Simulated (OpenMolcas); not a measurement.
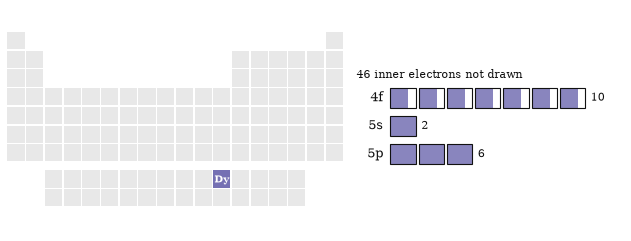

Figure 1. Left, the place of dysprosium in the periodic table; right, the outer shells of the leading configuration of the lowest level: a box for each of the 2l + 1 orbitals, shaded by the share of the shell that is filled, with the electron count at the right.

Run report: Dy²⁺ complex, multiconfigurational calculation (part 1 of 2)

- system: Dy²⁺ with 8 ligands (Cl; square antiprism, 2.95 Å), neutralised by 8 outer point charges of +0.75 e, whose field is part of the energies.
- method: state-averaged CASSCF, active space 10 electrons in the shell 4f, basis ANO-RCC-VDZP on the metal and ANO-RCC-VDZP on the ligands, DKH2 scalar Hamiltonian, spin-orbit coupling by RASSI with atomic mean-field integrals (OpenMolcas)

## Input
```
&GATEWAY
Coord
9

Dy 0.0 0.0 0.0
Cl 2.336627 0.967863 1.518524
Cl -0.967863 2.336627 1.518524
Cl -2.336627 -0.967863 1.518524
Cl 0.967863 -2.336627 1.518524
Cl 2.336627 -0.967863 -1.518524
Cl 0.967863 2.336627 -1.518524
Cl -2.336627 0.967863 -1.518524
Cl -0.967863 -2.336627 -1.518524
Basis=Dy.ANO-RCC-VDZP,Cl.ANO-RCC-VDZP
Group=NoSym
NoMove
AngMom=0.0 0.0 0.0
AMFI
RICD
XField
8 Angstrom 0
4.396027 1.820895 2.856884 0.750000
-1.820895 4.396027 2.856884 0.750000
-4.396027 -1.820895 2.856884 0.750000
1.820895 -4.396027 2.856884 0.750000
4.396027 -1.820895 -2.856884 0.750000
1.820895 4.396027 -2.856884 0.750000
-4.396027 1.820895 -2.856884 0.750000
-1.820895 -4.396027 -2.856884 0.750000
&SEWARD
&RASSCF
FileOrb=start.orb
Symmetry=1
Spin=5
nActEl=10 0 0
Inactive=99
Ras2=7
CIRoot=35 35 1
SDav=35
CIMx=300
Iter=150 100
PrWF=0.3
OrbListing=Nothing
MaxOrb=0
LevShft=1.0
>>> COPY $Project.JobIph JOB001
&RASSCF
FileOrb=start.orb
Symmetry=1
Spin=3
nActEl=10 0 0
Inactive=99
Ras2=7
CIRoot=162 162 1
SDav=210
CIMx=300
Iter=150 100
PrWF=0.3
OrbListing=Nothing
MaxOrb=0
CIOnly
LevShft=1.0
>>> COPY $Project.JobIph JOB002
&RASSCF
FileOrb=start.orb
Symmetry=1
Spin=1
nActEl=10 0 0
Inactive=99
Ras2=7
CIRoot=162 162 1
SDav=196
CIMx=300
Iter=150 100
PrWF=0.3
OrbListing=Nothing
MaxOrb=0
CIOnly
LevShft=1.0
>>> COPY $Project.JobIph JOB003
&RASSI
NrOfJobIphs=3 33 106 31
1 2 3 4 5 6 7 8 9 10 11 12 13 14 15 16 17 18 19 20 21 22 23 24 25 26 27
28 29 30 31 32 33
1 2 3 4 5 6 7 8 9 10 11 12 13 14 15 16 17 18 19 20 21 22 23 24 25 26 27
28 29 30 31 32 33 34 35 36 37 38 39 40 41 42 43 44 45 46 47 48 49 50 51
52 53 54 55 56 57 58 59 60 61 62 63 64 65 66 67 68 69 70 71 72 73 74 75
76 77 78 79 80 81 82 83 84 85 86 87 88 89 90 91 92 93 94 95 96 97 98 99
100 101 102 103 104 105 106
1 2 3 4 5 6 7 8 9 10 11 12 13 14 15 16 17 18 19 20 21 22 23 24 25 26 27
28 29 30 31
IphNames
JOB001
JOB002
JOB003
EJob
SpinOrbit
DIPRint=1.0
SOCoupling=1000.0
Subsets=2
Property=9
'ANGMOM' 1 'ANGMOM' 2 'ANGMOM' 3 'MLTPL  1' 1 'MLTPL  1' 2 'MLTPL  1' 3
'AMFI' 1 'AMFI' 2 'AMFI' 3
SOProperty=3
'ANGMOM' 1 'ANGMOM' 2 'ANGMOM' 3
```

The file start.orb holds starting orbitals from an earlier step. A driver script formed the levels outside the program, from RASSI's spin-orbit matrix and the active-space energies, averaged over the components of each term or state.

Command:
```bash
OMP_NUM_THREADS=1 MOLCAS_MEM=2457 MOLCAS_PROJECT=a pymolcas a.inp > a.log  # once for each step of the input, in one work folder
```

## Output (extracts)
```
--- SEWARD ---
Basis set label: DY.ANO-RCC...7S6P4D2F1G.

      Electronic valence basis set:
      ------------------
      Associated Effective Charge  66.000000 au
      Associated Actual Charge     66.000000 au
      Nuclear Model: Point charge

      Shell  nPrim  nBasis  Cartesian Spherical Contaminant
         s      25       7        X
         p      22       6        X
         d      15       4                 X
         f      11       2                 X
         g       4       1                 X
                  Relativistic Douglas-Kroll-Hess integrals:
                    - DKH order of Hamiltonian: 2
                    - DKH order of Properties : 0
                  Atomic mean-field integrals
--- RASSCF ---
Wave function specifications:
      -----------------------------

      Number of closed shell electrons         198
      Number of electrons in active shells      10
      Max number of holes in RAS1 space          0
      Max nr of electrons in RAS3 space          0
      Number of inactive orbitals               99
      Number of active orbitals                  7
      Number of secondary orbitals             106
      Spin quantum number                      2.0
      State symmetry                             1
Orbital specifications:
      -----------------------

      Symmetry species                           1
                                                 a
      Frozen orbitals                            0
      Inactive orbitals                         99
      Active orbitals                            7
      RAS1 orbitals                              0
      RAS2 orbitals                              7
      RAS3 orbitals                              0
      Secondary orbitals                       106
      Deleted orbitals                           0
      Number of basis functions                212
      Number of CSFs                            35
      Number of root(s) required                35
      Iter CI   SX   CI       RASSCF       Energy    max ROT     max BLB   max BLB  Level Ln srch  Step   QN
          iter iter root      energy       change     param      element    value   shift minimum  type update
 Nr of preliminary CI iterations:   1
      Total energies have been shifted. Add               -15000.00 au
        1   1   12    0  -835.87930774    0.00E+00  -4.61E-02   97 206 1 -1.78E-01*  0.77   0.00    SX    NO
        2   1   12    0  -836.28161593   -4.02E-01* -2.14E-02  105 117 1  7.81E-02*  0.75   0.00    SX    NO
        3   1   12    0  -836.35636880   -7.48E-02*  1.46E-02  105 117 1 -6.84E-02*  0.74   0.00    SX    NO
        4   1   12    0  -836.37152404   -1.52E-02* -1.23E-02  105 117 1  5.84E-02*  0.71   0.00    SX    NO
        5   1   12    0  -836.37672702   -5.20E-03*  4.82E-03  105 117 1 -5.13E-02*  0.73   0.67    QN   YES
        6   1   11    0  -836.38116228   -4.44E-03*  2.95E-03  105 117 1 -9.29E-03*  0.70   1.44    QN   YES
        7   1   10    0  -836.38230666   -1.14E-03* -1.30E-03  104 116 1  3.35E-03*  0.69   1.30    QN   YES
        8   1   10    0  -836.38248446   -1.78E-04* -7.83E-04  100 112 1  2.03E-03*  0.69   1.30    QN   YES
        9   1    9    0  -836.38251201   -2.76E-05*  5.88E-04  101 111 1  5.69E-04*  0.69   1.36    QN   YES
       10   1    8    0  -836.38251744   -5.43E-06*  8.77E-04  101 111 1  4.09E-04*  0.69   2.50    LS   YES
       11   1    9    0  -836.38251386    3.58E-06*  4.56E-04  105 117 1 -9.53E-04*  0.69   0.26    LS   YES
       12   1    8    0  -836.38251756   -3.70E-06* -7.93E-05  100 112 1 -5.70E-04*  0.69   1.42    QN   YES
       13   1    8    0  -836.38251897   -1.41E-06* -3.19E-04  101 111 1  2.76E-04*  0.69   1.62    QN   YES
       14   1    7    0  -836.38251962   -6.52E-07* -3.57E-04  101 111 1  1.82E-04*  0.69   1.46    QN   YES
       15   1    7    0  -836.38251992   -2.93E-07*  2.30E-04  104 116 1  1.10E-04*  0.69   1.34    QN   YES
       16   1    6    0  -836.38252001   -9.21E-08*  1.39E-04  106 118 1  4.50E-05   0.69   1.60    LS   YES
       17   1    6    0  -836.38252000    1.22E-08*  7.70E-05  101 111 1 -2.20E-05   0.69   0.21    LS   YES
       18   1    6    0  -836.38252000   -6.69E-10   6.23E-06  106 118 1  2.77E-05   0.69   0.45    QN   YES
      Convergence after 18 iterations
       19   1    6    0  -836.38252001   -1.41E-08*  6.23E-06   93 206 1 -8.12E-06   0.69   0.45    QN   YES
      Natural orbitals and occupation numbers for root  1
      sym 1:   1.000005   1.223027   1.776973   1.091063   1.776976   1.223019   1.908937
      Natural orbitals and occupation numbers for root  2
      sym 1:   1.908937   1.223027   1.776976   1.091063   1.776973   1.223019   1.000005
      Natural orbitals and occupation numbers for root  3
      sym 1:   1.244097   1.222208   1.765711   1.234289   1.765711   1.533694   1.234289
::    RASSCF root number  1 Total energy: -15836.45735551
::    RASSCF root number  2 Total energy: -15836.45735551
::    RASSCF root number  3 Total energy: -15836.45729038
::    RASSCF root number  4 Total energy: -15836.45729038
::    RASSCF root number  5 Total energy: -15836.45718956
::    RASSCF root number  6 Total energy: -15836.45718731
::    RASSCF root number  7 Total energy: -15836.45713969
::    RASSCF root number  8 Total energy: -15836.45713969
::    RASSCF root number  9 Total energy: -15836.45706715
::    RASSCF root number 10 Total energy: -15836.45686412
::    RASSCF root number 11 Total energy: -15836.45686412
::    RASSCF root number 12 Total energy: -15836.45685381
::    RASSCF root number 13 Total energy: -15836.45685381
::    RASSCF root number 14 Total energy: -15836.38284617
::    RASSCF root number 15 Total energy: -15836.38284617
::    RASSCF root number 16 Total energy: -15836.38260595
::    RASSCF root number 17 Total energy: -15836.38260595
::    RASSCF root number 18 Total energy: -15836.38252395
::    RASSCF root number 19 Total energy: -15836.38227403
::    RASSCF root number 20 Total energy: -15836.38224902
::    RASSCF root number 21 Total energy: -15836.38224902
::    RASSCF root number 22 Total energy: -15836.34005625
::    RASSCF root number 23 Total energy: -15836.34005479
::    RASSCF root number 24 Total energy: -15836.33997461
::    RASSCF root number 25 Total energy: -15836.33997461
::    RASSCF root number 26 Total energy: -15836.33997158
::    RASSCF root number 27 Total energy: -15836.33988162
::    RASSCF root number 28 Total energy: -15836.33988162
::    RASSCF root number 29 Total energy: -15836.33962297
::    RASSCF root number 30 Total energy: -15836.33962297
--- RASSCF ---
Wave function specifications:
      -----------------------------

      Number of closed shell electrons         198
      Number of electrons in active shells      10
      Max number of holes in RAS1 space          0
      Max nr of electrons in RAS3 space          0
      Number of inactive orbitals               99
      Number of active orbitals                  7
      Number of secondary orbitals             106
      Spin quantum number                      1.0
      State symmetry                             1
Orbital specifications:
      -----------------------

      Symmetry species                           1
                                                 a
      Frozen orbitals                            0
      Inactive orbitals                         99
      Active orbitals                            7
      RAS1 orbitals                              0
      RAS2 orbitals                              7
      RAS3 orbitals                              0
      Secondary orbitals                       106
      Deleted orbitals                           0
      Number of basis functions                212
      Number of CSFs                           210
      Number of root(s) required               162
      Iter CI   SX   CI       RASSCF       Energy    max ROT     max BLB   max BLB  Level Ln srch  Step   QN
          iter iter root      energy       change     param      element    value   shift minimum  type update
 Nr of preliminary CI iterations:   1
        1   1    0    0-15836.28155216    0.00E+00   0.00E+00  105 117 1 -9.48E-03*  0.00   0.00    SX    NO
      Natural orbitals and occupation numbers for root  1
      sym 1:   1.418933   1.435682   1.436242   1.431344   1.426943   1.431240   1.419617
      Natural orbitals and occupation numbers for root  2
      sym 1:   1.419617   1.426943   1.431344   1.435682   1.436242   1.431240   1.418933
      Natural orbitals and occupation numbers for root  3
      sym 1:   1.420870   1.430182   1.449368   1.399160   1.449368   1.420870   1.430182
::    RASSCF root number  1 Total energy: -15836.36868324
::    RASSCF root number  2 Total energy: -15836.36868324
::    RASSCF root number  3 Total energy: -15836.36867698
::    RASSCF root number  4 Total energy: -15836.36867088
::    RASSCF root number  5 Total energy: -15836.36866105
::    RASSCF root number  6 Total energy: -15836.36866105
::    RASSCF root number  7 Total energy: -15836.36864613
::    RASSCF root number  8 Total energy: -15836.36864613
::    RASSCF root number  9 Total energy: -15836.36862439
::    RASSCF root number 10 Total energy: -15836.36862439
::    RASSCF root number 11 Total energy: -15836.36861341
::    RASSCF root number 12 Total energy: -15836.36861341
::    RASSCF root number 13 Total energy: -15836.36858869
::    RASSCF root number 14 Total energy: -15836.36858869
::    RASSCF root number 15 Total energy: -15836.36858018
::    RASSCF root number 16 Total energy: -15836.34406144
::    RASSCF root number 17 Total energy: -15836.34406144
::    RASSCF root number 18 Total energy: -15836.34405030
::    RASSCF root number 19 Total energy: -15836.34405030
::    RASSCF root number 20 Total energy: -15836.34403573
::    RASSCF root number 21 Total energy: -15836.34399707
::    RASSCF root number 22 Total energy: -15836.34399707
::    RASSCF root number 23 Total energy: -15836.34384057
::    RASSCF root number 24 Total energy: -15836.34383189
::    RASSCF root number 25 Total energy: -15836.34366812
::    RASSCF root number 26 Total energy: -15836.34366812
::    RASSCF root number 27 Total energy: -15836.33457827
::    RASSCF root number 28 Total energy: -15836.33457827
::    RASSCF root number 29 Total energy: -15836.33455022
::    RASSCF root number 30 Total energy: -15836.33455022
--- RASSCF ---
Wave function specifications:
      -----------------------------

      Number of closed shell electrons         198
      Number of electrons in active shells      10
      Max number of holes in RAS1 space          0
      Max nr of electrons in RAS3 space          0
      Number of inactive orbitals               99
      Number of active orbitals                  7
      Number of secondary orbitals             106
      Spin quantum number                      0.0
      State symmetry                             1
Orbital specifications:
      -----------------------

      Symmetry species                           1
                                                 a
      Frozen orbitals                            0
      Inactive orbitals                         99
      Active orbitals                            7
      RAS1 orbitals                              0
      RAS2 orbitals                              7
      RAS3 orbitals                              0
      Secondary orbitals                       106
      Deleted orbitals                           0
      Number of basis functions                212
      Number of CSFs                           196
      Number of root(s) required               162
      Iter CI   SX   CI       RASSCF       Energy    max ROT     max BLB   max BLB  Level Ln srch  Step   QN
          iter iter root      energy       change     param      element    value   shift minimum  type update
 Nr of preliminary CI iterations:   1
        1   1    0    0-15836.20658741    0.00E+00   0.00E+00  105 117 1 -1.65E-02*  0.00   0.00    SX    NO
      Natural orbitals and occupation numbers for root  1
      sym 1:   1.320965   1.305603   1.820513   1.104121   1.820511   1.305603   1.322683
      Natural orbitals and occupation numbers for root  2
      sym 1:   1.322683   1.305603   1.820511   1.104121   1.820513   1.305603   1.320965
      Natural orbitals and occupation numbers for root  3
      sym 1:   1.222003   1.487923   1.358147   1.863855   1.358147   1.487923   1.222003
::    RASSCF root number  1 Total energy: -15836.31484248
::    RASSCF root number  2 Total energy: -15836.31484248
::    RASSCF root number  3 Total energy: -15836.31481069
::    RASSCF root number  4 Total energy: -15836.31481068
::    RASSCF root number  5 Total energy: -15836.31462871
::    RASSCF root number  6 Total energy: -15836.31462871
::    RASSCF root number  7 Total energy: -15836.31444808
::    RASSCF root number  8 Total energy: -15836.31442037
::    RASSCF root number  9 Total energy: -15836.31442037
::    RASSCF root number 10 Total energy: -15836.31441636
::    RASSCF root number 11 Total energy: -15836.31441636
::    RASSCF root number 12 Total energy: -15836.31435494
::    RASSCF root number 13 Total energy: -15836.31435494
::    RASSCF root number 14 Total energy: -15836.31430677
::    RASSCF root number 15 Total energy: -15836.31430163
::    RASSCF root number 16 Total energy: -15836.31429759
::    RASSCF root number 17 Total energy: -15836.31429759
::    RASSCF root number 18 Total energy: -15836.29855784
::    RASSCF root number 19 Total energy: -15836.29832978
::    RASSCF root number 20 Total energy: -15836.29832978
::    RASSCF root number 21 Total energy: -15836.29821349
::    RASSCF root number 22 Total energy: -15836.29821349
::    RASSCF root number 23 Total energy: -15836.28608652
::    RASSCF root number 24 Total energy: -15836.28605589
::    RASSCF root number 25 Total energy: -15836.28605589
::    RASSCF root number 26 Total energy: -15836.28602191
::    RASSCF root number 27 Total energy: -15836.28602191
::    RASSCF root number 28 Total energy: -15836.28596985
::    RASSCF root number 29 Total energy: -15836.28596985
::    RASSCF root number 30 Total energy: -15836.28545702
```

(Continued in part 2.) Outcome of the run: converged.
